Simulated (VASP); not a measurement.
Given:

```xyz
2
Lattice="0.0000 3.3529 3.3529 3.3529 0.0000 3.3529 3.3529 3.3529 0.0000" Properties=species:S:1:pos:R:3 pbc="T T T"
K      0.0000     0.0000     0.0000
Br     3.3529     3.3529     3.3529
```

Method: PBE GGA, VASP's PBE PAW potentials (set 64) (plane waves; VASP). Numerical set-up: 400 eV cut-off, 8×8×8 Γ-centred mesh, tetrahedra with Blöchl corrections, potentials K_sv Br.

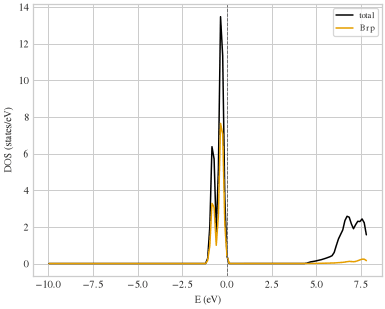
Figure: Total and projected density of states, zero at the valence-band maximum

Within 2 eV below the valence-band maximum the largest weight inside VASP's projection spheres is Br p.

The gap is direct, 4.31 eV, from the valence maximum at Γ to the conduction minimum at Γ.

The structure was generated: KBr was put into the rock salt type (Fm-3m), which need not be its known phase. It was relaxed first, which changed the volume by -11 %.
